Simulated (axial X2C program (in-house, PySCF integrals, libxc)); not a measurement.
Relativistic diatomic calculation, with input and output: AlC

- system: AlC. The reference is closed-shell AlC⁺; the roots are the vertical energy changes on adding an electron to it, which gives states of AlC. The distance is the PBE0 minimum at charge 0.
- method: EOM-EA-CCSD, two-component X2C with atomic mean-field Coulomb and Gaunt terms, Al dyall-av3z, C dyall-av3z (cores contracted) (axial X2C program (in-house, PySCF integrals, libxc))

### The input
```
{"zs": [13, 6], "q": 0, "bas": ["dyall-av3z", "dyall-av3z"], "r0": 1.8, "eom": "ea", "thr": -2.0, "nmax": 92, "grid": [1, 0.96, 1.045, 0.92, 1.09, 1.15]}
```

The line is the task of a batch: nuclear charges, charge, bases, a first guess of the distance and further settings. This report covers the levels named above. The log is that of the reference distance 1.975 Å.

Launched within a batch (the task file carries these settings):
```bash
python <driver script> task.json out
```

### Log
```
two-component X2C + atomic mean field  HF
basis functions 123  fitting functions 648  grid points 4356
iter        total energy     max residual
   1       -279.695329176     6.99e-02
   2       -279.708231516     1.01e-02
   3       -279.710242399     4.36e-03
   4       -279.711080842     4.32e-03
   5       -279.711459081     1.47e-03
   6       -279.711567840     2.04e-04
   7       -279.711571100     1.39e-04
   8       -279.711571936     1.48e-04
   9       -279.711572196     1.51e-04
  10       -279.711566833     5.16e-05
  11       -279.711566147     6.11e-06
  12       -279.711566145     1.19e-06
converged
one-electron -424.04493107  Coulomb 146.41739927  exact exchange -22.95365631  xc functional 0.00000000  nuclear repulsion 20.89915061  atomic mean-field constant -0.02952864
correlated 6  virtual 212  natural virtual 92  E(MP2) -0.151600232  MP2 remainder -0.010806663
iter   CCSD correlation   residual
   1     -0.163378247   1.91e-01
   2     -0.178293875   1.23e-01
   3     -0.185879505   8.07e-02
   4     -0.190402190   5.72e-02
   5     -0.193640253   3.75e-02
   6     -0.194412386   2.52e-02
   7     -0.195466923   1.78e-02
   8     -0.196044587   9.21e-03
   9     -0.196076746   4.58e-03
  10     -0.196211186   2.58e-03
  11     -0.196216470   1.46e-03
  12     -0.196255975   6.72e-04
  13     -0.196257342   3.23e-04
  14     -0.196262629   1.87e-04
  15     -0.196263506   9.44e-05
  16     -0.196262920   4.84e-05
  17     -0.196262778   2.45e-05
  18     -0.196262808   1.71e-05
  19     -0.196262817   1.44e-05
(T) -0.01947237768979571  T1 0.0716  D1 0.1052  max T2 0.244
EOM-EA-CCSD roots
2*Omega      energy/Eh   energy/eV  one-particle weight
    1      -0.30136141     -8.2005      0.876
    1      -0.20344764     -5.5361      0.406
    1      -0.19719731     -5.3660      0.020
    1      -0.18243637     -4.9643      0.046
    1      -0.17680611     -4.8111      0.061
    3      -0.27807908     -7.5669      0.873
    3      -0.22798603     -6.2038      0.000
    3      -0.18372436     -4.9994      0.003
    3      -0.18350718     -4.9935      0.814
    5      -0.17511425     -4.7651      0.000
    5      -0.15881603     -4.3216      0.000
    7      -0.08475722     -2.3064      0.000
```

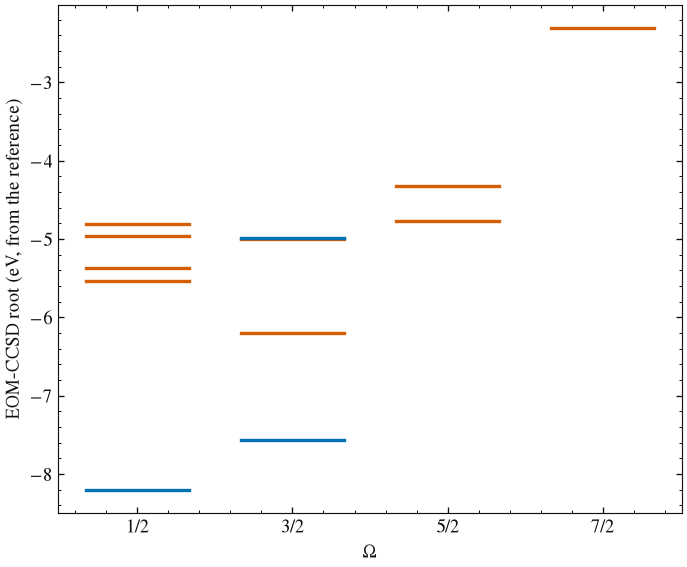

**Figure 1.** EOM-CCSD roots by Ω at 1.98 Å; roots whose one-particle weight is under 0.8 have the second colour. The lowest has Ω = 1/2 and lies at −8.200 eV, with one-particle weight 0.88. 9 of the 12 roots are less well described at this level.

### Results in brief

- outcome: converged
- HF energy of the reference AlC⁺: −279.71157 hartree
- MP2 energy of the reference AlC⁺: −279.86317 hartree
- CCSD energy of the reference AlC⁺ (with the MP2 share of the virtual spinors left out of the coupled-cluster step): −279.91864 hartree
- CCSD(T) energy of the reference AlC⁺: −279.93811 hartree
- T1 diagnostic (spinor form; for a closed shell √2 times the usual value): 0.072
- hardware: 1 thread of Arm Neoverse V2, 24 GiB of memory available, shared host
- wall time: 5 s
- peak memory: 0.48 GiB
